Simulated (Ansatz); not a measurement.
# AlF$_{3}$···PH$_{3}$: what the fields show

```xyz
8

Al    0.0359    0.1297    0.0392
F    -0.1535    0.6967    1.5587
F     1.5272    0.0666   -0.6227
F    -1.2789   -0.1925   -0.8746
P     0.2382   -3.1359    1.1263
H    -0.7809   -2.7535    0.2228
H     1.3049   -2.5624    0.3962
H     0.0646   -2.0483    2.0157
```

Level of theory: RHF/def2-SVP (Ansatz 0.2.0).

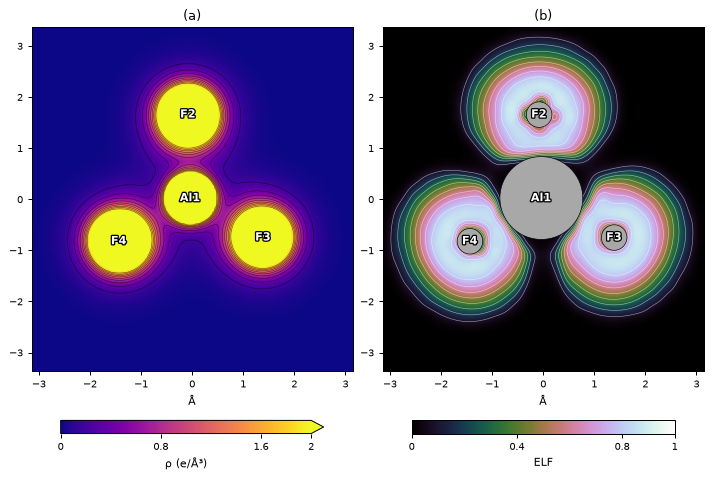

Figure 1. (a) electron density; (b) ELF on the plane of atoms F2, Al1 and F4. Grey discs cover the atomic cores in the ELF map.

### What does the map show?

Atoms in the plane: Al and F. Al–F (1.63 Å): ρ is about 0.86 e/Å³ halfway; the ELF peaks at about 0.85 in the valence shell of F, 0.6 Å from its nucleus, and is about 0.25 at the midpoint. The ELF also peaks beside F4, F3 and F2, away from the bonds: lone-pair regions.

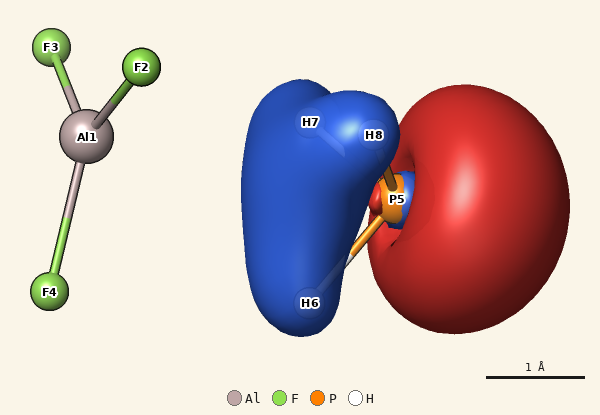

Figure 2. The HOMO at ±0.15 Å⁻³ᐟ² (blue and red are the two phases), seen at a tilt.

### Describe this orbital and give its energy.

Its weight (Hirshfeld) is mainly on P5 (about 80 %); largely a lone pair of P5. Its energy is −11.22 eV.

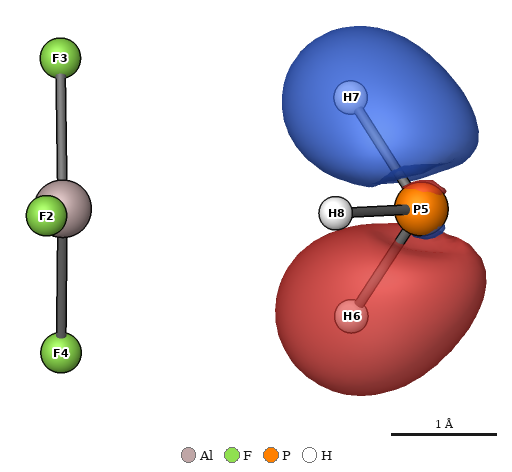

Figure 3. The HOMO−1 at ±0.2 Å⁻³ᐟ² (red and blue are the two phases), seen across its widest extent.

### Describe this orbital and give its energy.

It lies mainly on P5 (about 50 %), H6 (about 25 %) and H7 (about 25 %). It is one of a degenerate set, so its orientation is arbitrary. Its energy is −15.13 eV.
